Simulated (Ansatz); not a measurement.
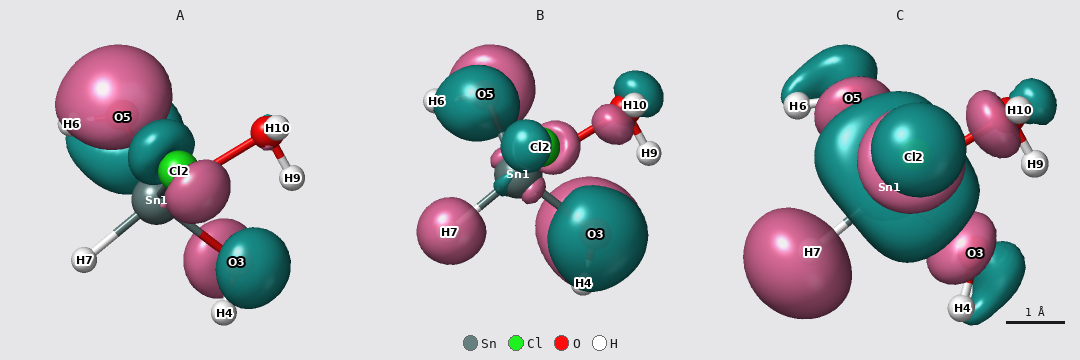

The picture shows: ClH5O3Sn. Three frontier orbitals at ±0.1 Å⁻³ᐟ² (teal and pink are the two phases), in no order.

Core potentials replace the inner electrons of Sn.

Level of theory: Ansatz 0.2.0, RKS PBE-D4/def2-SVP.

The calculation's input:

```
crystal:
  periodic: [false, false, false]
  atoms:
    - { symbol: Sn, position_ang: [-0.177163, -0.129688, -0.016699] }
    - { symbol: Cl, position_ang: [-0.357941, -0.285973, 2.375476] }
    - { symbol: O, position_ang: [1.774942, 0.002659, -0.487422] }
    - { symbol: H, position_ang: [2.162544, -0.895493, -0.522144] }
    - { symbol: O, position_ang: [-1.09385, 1.468789, -0.762988] }
    - { symbol: H, position_ang: [-2.045695, 1.269087, -0.870733] }
    - { symbol: H, position_ang: [-0.841559, -1.607348, -0.632341] }
    - { symbol: O, position_ang: [1.575011, 2.15873, 1.256255] }
    - { symbol: H, position_ang: [2.07859, 1.479791, 0.752796] }
    - { symbol: H, position_ang: [1.297122, 1.656346, 2.063999] }
basis:
  gaussian: { orbitals: def2-SVP }
hamiltonian:
  xc: pbe
  dispersion: d4
relax:
  f_tol: 0.03
  max_steps: 50
output:
  orbitals: {}
```

Run with:

```sh
ansatz run input.yaml --threads 4 --pin off --max-ram 5120MiB --backend cpu --events-out ev --progress --plain --runs-dir out
```

The fields are those of the run's last geometry, not of the input's.

### Order the three orbitals by energy and name them.

B is the HOMO−1 (−7.06 eV). By Hirshfeld shares it lies mainly on O3 (about 55 %), O5 (about 20 %) and Sn1 (about 10 %); largely a combination of lone pairs on O3 and O5. A is the HOMO (−6.74 eV). It lies mainly on O5 (about 70 %), O3 (about 15 %) and Cl2 (about 5 %); largely a lone pair of O5. C is the LUMO (−2.25 eV). It lies mainly on Sn1 (about 35 %), Cl2 (about 15 %), H7 (about 15 %), O5 (about 10 %) and O3 (about 10 %).

### What is the HOMO–LUMO gap?

4.49 eV between the orbital energies.
